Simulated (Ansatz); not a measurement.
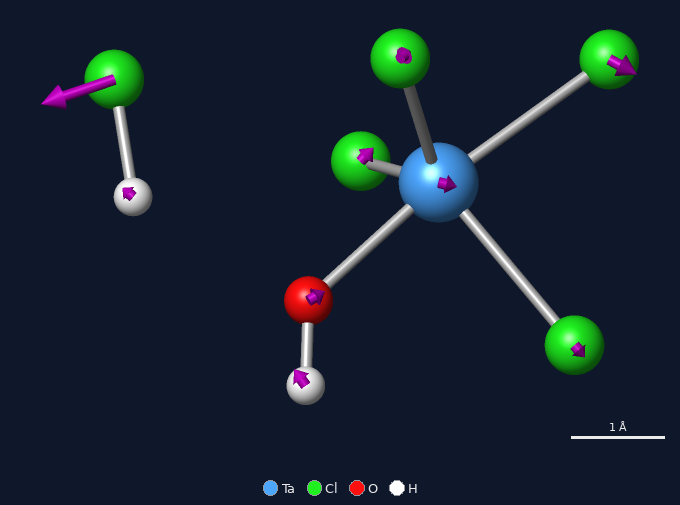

A relaxation of TaH₂OCl₅. The starting structure is drawn; purple arrows show the displacements, at their true length. The two geometries are superimposed by the best rigid fit.

The picture is a ball-and-stick view, seen from a free direction.

The run prepares an end point of a later path (reaction) calculation, from a guessed geometry.

Method: RHF/def2-SVP in Ansatz 0.2.0.

Input
```yaml
crystal:
  periodic: [false, false, false]
  atoms:
    - { symbol: Ta, position_ang: [-0.417778, -0.282901, 0.197119] }
    - { symbol: Cl, position_ang: [3.247478, -0.069758, 0.468246] }
    - { symbol: Cl, position_ang: [0.213063, 0.640804, 2.212474] }
    - { symbol: Cl, position_ang: [0.55562, 0.046114, -1.863118] }
    - { symbol: Cl, position_ang: [-1.869285, 1.52594, -0.178714] }
    - { symbol: Cl, position_ang: [-2.274982, -1.671322, 0.232553] }
    - { symbol: O, position_ang: [0.619192, -1.918166, 0.53292] }
    - { symbol: H, position_ang: [0.414209, -2.827373, 0.690238] }
    - { symbol: H, position_ang: [2.731484, -1.276337, 0.627181] }
basis:
  gaussian: { orbitals: def2-SVP }
hamiltonian:
  xc: hf
relax:
  f_tol: 0.03
  max_steps: 50
output:
  orbitals: {}
```

Launched with:
```bash
ansatz run input.yaml --threads 4 --pin off --max-ram 5120MiB --backend cpu --events-out ev --progress --plain --runs-dir out
```

> Describe the change and its energy.

Cl2 moves most after the best rigid fit: 0.85 Å. By element the largest moves are Cl 0.85 Å, H 0.22 Å, O 0.21 Å, Ta 0.21 Å. Some distances before and after: Ta1–O7 1.965 → 1.877 Å, Cl2–H9 1.322 → 1.271 Å, Ta1–Cl6 2.319 → 2.333 Å, Ta1–Cl5 2.349 → 2.358 Å. Bond angles that change, for instance: Ta1–O7–H8 135.6° → 150.9°, Cl3–Ta1–Cl4 127.6° → 117.4°, Cl3–Ta1–Cl6 116.5° → 121.3°. Over 10 accepted moves (11 points after the start) the energy falls by 0.262 eV. Largest force component: 1.4 eV/Å at the start, 0.023 eV/Å at the end. The line search rejected the trial step at point 10 of the run. The forces were under the threshold at step 8, but the run went on from there.

Limits of the set-up: the start holds two separate molecules, 2.2 Å apart at their closest, whose relative position is a soft coordinate and is computed without a dispersion correction; Hartree-Fock leaves out electron correlation.
